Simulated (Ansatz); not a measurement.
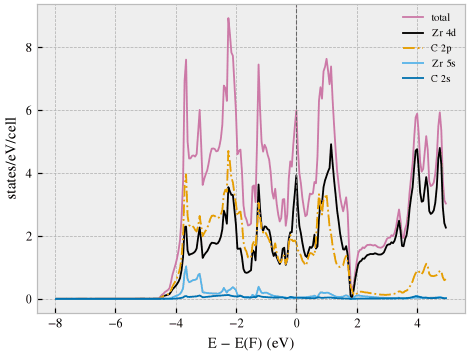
Figure: Total and projected density of states of ZrC in space group Pm-3m (No. 221; Zr on 3c, C on 3d), the program Ansatz at the r²SCAN level (PAW)

Problem. Which orbitals carry the states next to the Fermi level?

Solution. Within 0.5 eV of the Fermi level: Zr 4d 54 %, C 2p 40 %. Projections are on Löwdin-orthogonalised atomic valence shells; empty p or d shells of many metals are not among them.

Problem. Where is the tallest occupied peak in this window, and what makes it?

Solution. Near -2.2 eV, about 8.9 states/eV per cell; the largest projected share is C 2p.

The start of the workflow was typed in or built on a structure type; neither database checked (COD, Materials Project) lists it. It is not the phase usual at ambient conditions (space group No. 225). The cell was relaxed with r²SCAN under the symmetry of its start; its stability against distortions is not shown here. The run is not spin-polarised. The volume moved by 17 % from the start of the relaxation. Its formation energy is positive at this level, so the cell may be metastable or incomplete. Spin–orbit coupling is left out wherever it is not named.

Potentials: the earlier of the program's two PAW sets.
